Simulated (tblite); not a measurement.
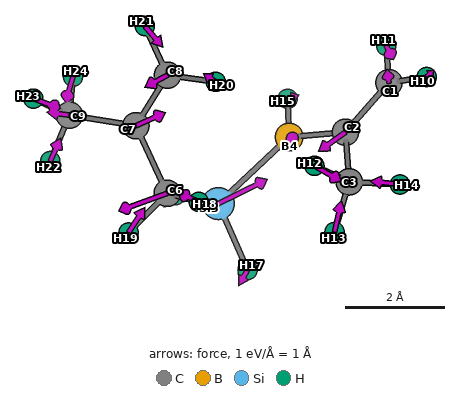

Starting geometry of C7H15BSi with the computed forces as purple arrows. A ball-and-stick model, seen at a tilt.

All numbers below come from tblite 0.8.0, GFN2-xTB geometry optimisation, gas phase. 

> What follows when this structure is relaxed?

It isn't relaxed: the largest force vector, on a C atom, is 1.45 eV/Å. The final displacements have little in common with the starting forces (cosine between the two patterns 0.22). After 123 geometry steps the energy has fallen by 28.5 kJ/mol. An H atom moves most after the best rigid fit: 1.15 Å. By element the largest moves are H 1.15 Å, C 0.21 Å, Si 0.18 Å, B 0.17 Å. Among the contacts that change: C–Si 1.871 → 1.931 Å, C–H 1.117 → 1.089 Å, B–C 1.575 → 1.552 Å, C–C 1.521 → 1.505 Å. Bond angles that change, for instance: B–Si–H 109.4° → 117.7°, B–Si–H 109.0° → 116.4°, H–Si–H 109.3° → 102.7°. Groups turn about C–C by about 55°, C–C by about 25°.
